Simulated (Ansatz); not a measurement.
## Run report: TiH5O4F, nudged elastic band

- system: TiH5O4F
- method: RKS B3LYP-D4/def2-SVP (Ansatz 0.2.0)

One setting was made poor on purpose. It belongs to a series of runs on one base structure; here: band between the two ends.

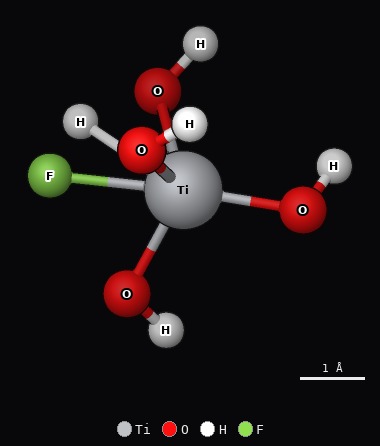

Figure 1. The structure as given in the input (ball-and-stick view, seen at a tilt). Sticks mark near contacts. Bond lengths as drawn: F–Ti 2.13 Å, H–O 1.01 Å, H–Ti 2.23 Å and O–Ti 1.92 to 2.27 Å.

## Input
```yaml
crystal:
  periodic: [false, false, false]
  atoms:
    - { symbol: Ti, position_ang: [0.0, 0.0, 0.0] }
    - { symbol: O, position_ang: [0.0, 0.0, 2.27] }
    - { symbol: H, position_ang: [-0.9095, -0.2814, 2.6071] }
    - { symbol: O, position_ang: [1.8106, 0.0, -0.6394] }
    - { symbol: H, position_ang: [2.1269, -0.9521, -0.756] }
    - { symbol: O, position_ang: [-0.9043, 1.5667, -0.6394] }
    - { symbol: H, position_ang: [-1.8621, 1.336, -0.8617] }
    - { symbol: O, position_ang: [-0.9043, -1.5667, -0.6394] }
    - { symbol: H, position_ang: [-1.359, -2.0324, 0.133] }
    - { symbol: F, position_ang: [1.1171, 1.6846, 0.6716] }
    - { symbol: H, position_ang: [0.7322, 1.1043, 1.7956] }
basis:
  gaussian: { orbitals: def2-SVP }
hamiltonian:
  xc: b3lyp
  dispersion: d4
neb:
  order_check: false
  images: 5
  f_tol: 0.05
  max_iterations: 60
  final_atoms:
    - { symbol: Ti, position_ang: [0.0, 0.0, 0.0] }
    - { symbol: O, position_ang: [0.0, 0.0, 2.27] }
    - { symbol: H, position_ang: [-0.9095, -0.2814, 2.6071] }
    - { symbol: O, position_ang: [1.8106, 0.0, -0.6394] }
    - { symbol: H, position_ang: [2.1269, -0.9521, -0.756] }
    - { symbol: O, position_ang: [-0.9043, 1.5667, -0.6394] }
    - { symbol: H, position_ang: [-1.8621, 1.336, -0.8617] }
    - { symbol: O, position_ang: [-0.9043, -1.5667, -0.6394] }
    - { symbol: H, position_ang: [-1.359, -2.0324, 0.133] }
    - { symbol: F, position_ang: [1.1171, 1.6846, 0.6716] }
    - { symbol: H, position_ang: [0.7322, 1.1043, 1.7956] }
  initial_path:
    images:
      - { positions_ang: [[0.0, 0.0, 0.0], [0.0, 0.0, 2.27], [-0.9095, -0.2814, 2.6071], [1.8106, 0.0, -0.6394], [2.1269, -0.9521, -0.756], [-0.9043, 1.5667, -0.6394], [-1.8621, 1.336, -0.8617], [-0.9043, -1.5667, -0.6394], [-1.359, -2.0324, 0.133], [1.1171, 1.6846, 0.6716], [0.7322, 1.1043, 1.7956]] }
      - { positions_ang: [[0.0, 0.0, 0.0], [0.0, 0.0, 2.27], [-0.9095, -0.2814, 2.6071], [1.8106, 0.0, -0.6394], [2.1269, -0.9521, -0.756], [-0.9043, 1.5667, -0.6394], [-1.8621, 1.336, -0.8617], [-0.9043, -1.5667, -0.6394], [-1.359, -2.0324, 0.133], [1.1171, 1.6846, 0.6716], [0.7322, 1.1043, 1.7956]] }
      - { positions_ang: [[0.0, 0.0, 0.0], [0.0, 0.0, 2.27], [-0.9095, -0.2814, 2.6071], [1.8106, 0.0, -0.6394], [2.1269, -0.9521, -0.756], [-0.9043, 1.5667, -0.6394], [-1.8621, 1.336, -0.8617], [-0.9043, -1.5667, -0.6394], [-1.359, -2.0324, 0.133], [1.1171, 1.6846, 0.6716], [0.7322, 1.1043, 1.7956]] }
      - { positions_ang: [[0.0, 0.0, 0.0], [0.0, 0.0, 2.27], [-0.9095, -0.2814, 2.6071], [1.8106, 0.0, -0.6394], [2.1269, -0.9521, -0.756], [-0.9043, 1.5667, -0.6394], [-1.8621, 1.336, -0.8617], [-0.9043, -1.5667, -0.6394], [-1.359, -2.0324, 0.133], [1.1171, 1.6846, 0.6716], [0.7322, 1.1043, 1.7956]] }
      - { positions_ang: [[0.0, 0.0, 0.0], [0.0, 0.0, 2.27], [-0.9095, -0.2814, 2.6071], [1.8106, 0.0, -0.6394], [2.1269, -0.9521, -0.756], [-0.9043, 1.5667, -0.6394], [-1.8621, 1.336, -0.8617], [-0.9043, -1.5667, -0.6394], [-1.359, -2.0324, 0.133], [1.1171, 1.6846, 0.6716], [0.7322, 1.1043, 1.7956]] }
      - { positions_ang: [[0.0, 0.0, 0.0], [0.0, 0.0, 2.27], [-0.9095, -0.2814, 2.6071], [1.8106, 0.0, -0.6394], [2.1269, -0.9521, -0.756], [-0.9043, 1.5667, -0.6394], [-1.8621, 1.336, -0.8617], [-0.9043, -1.5667, -0.6394], [-1.359, -2.0324, 0.133], [1.1171, 1.6846, 0.6716], [0.7322, 1.1043, 1.7956]] }
      - { positions_ang: [[0.0, 0.0, 0.0], [0.0, 0.0, 2.27], [-0.9095, -0.2814, 2.6071], [1.8106, 0.0, -0.6394], [2.1269, -0.9521, -0.756], [-0.9043, 1.5667, -0.6394], [-1.8621, 1.336, -0.8617], [-0.9043, -1.5667, -0.6394], [-1.359, -2.0324, 0.133], [1.1171, 1.6846, 0.6716], [0.7322, 1.1043, 1.7956]] }
```

Command:
```bash
ansatz run input.yaml --threads 4 --pin off --max-ram 5120MiB --backend cpu --events-out ev --progress --plain --runs-dir out
```

## The program's output
```
Error: invalid value for `neb.final_atoms`: is identical to crystal.atoms — the two endpoints must differ for a path to exist
```

## Outcome

| quantity | value |
| --- | --- |
| outcome | refused by the program |
| hardware | 4 threads of Arm Neoverse V2, 24 GiB of memory available, shared host |

## Diagnosis

The program refused the input: “invalid value for `neb.final_atoms`: is identical to crystal.atoms — the two endpoints must differ for a path to exist” A deliberately poor setting: ends not relaxed.
